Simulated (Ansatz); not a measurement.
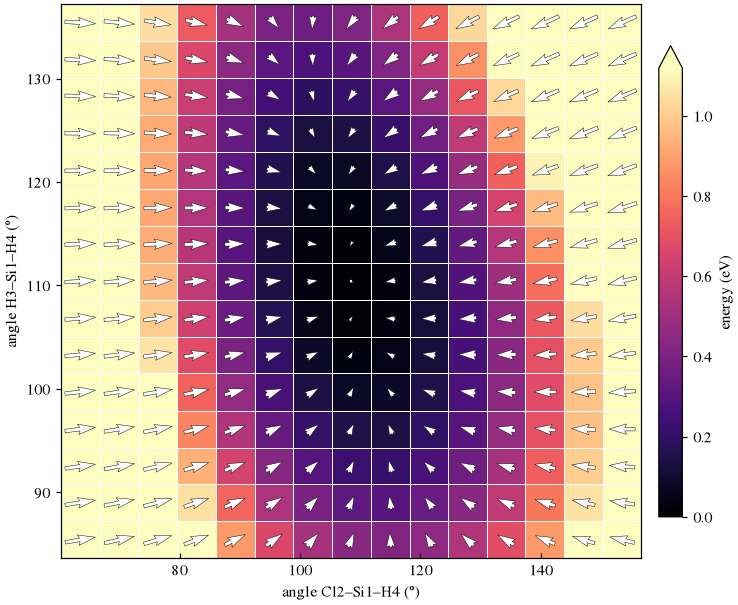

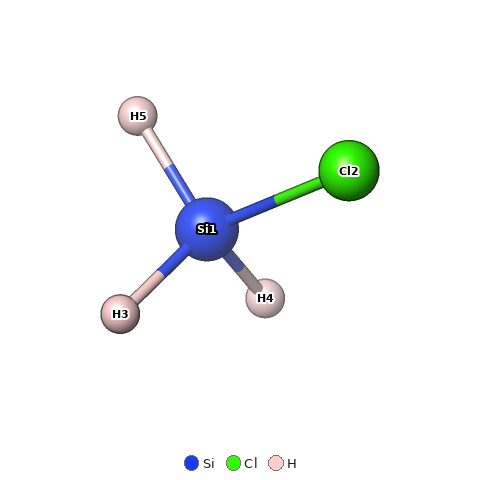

Energy landscape of ClH₃Si, SMILES [SiH3]Cl. First axis: angle Cl2–Si1–H4. Second axis: angle H3–Si1–H4. Nothing is relaxed (all other coordinates rigid). Grid: 15 × 15 points. All energies are given in eV relative to the lowest grid point. These are results of Ansatz, RKS PBE0-D4/def2-TZVP, not measurements.

Drawn: one coloured cell a grid point, arrows along the force (downhill), their lengths compressed, one colour for all values above the top of the scale. The second picture is the structure at the lowest point.

Summarise what can be read from the map.

The lowest grid point is at angle Cl2–Si1–H4 = 108.5°, angle H3–Si1–H4 = 110.4°. No other kind of well shows on this grid. The highest grid point, angle Cl2–Si1–H4 = 153.5°, angle H3–Si1–H4 = 135.4°, lies 3.04 eV above the lowest. Round the minimum the valley is somewhat tilted: raising angle Cl2–Si1–H4 shifts the best value of angle H3–Si1–H4 downwards (coupling k₁₂/√(k₁₁k₂₂) about 0.3).

The input of one point:

```yaml
crystal:
  periodic: [false, false, false]
  atoms:
    - { symbol: Si, position_ang: [-0.112033, 0.018561, -0.030864] }
    - { symbol: Cl, position_ang: [1.838278, -0.513954, 0.329151] }
    - { symbol: H, position_ang: [-0.950955, -0.488306, 1.079038] }
    - { symbol: H, position_ang: [-0.534709, -0.585729, -1.314907] }
    - { symbol: H, position_ang: [-0.190794, 1.495362, -0.104671] }
basis:
  gaussian: { orbitals: def2-TZVP }
hamiltonian:
  xc: pbe0
  dispersion: d4
output:
  forces: true
```

The whole map (225 points run) took 5.4 min on 1 thread of Arm Neoverse V2 (shared host).
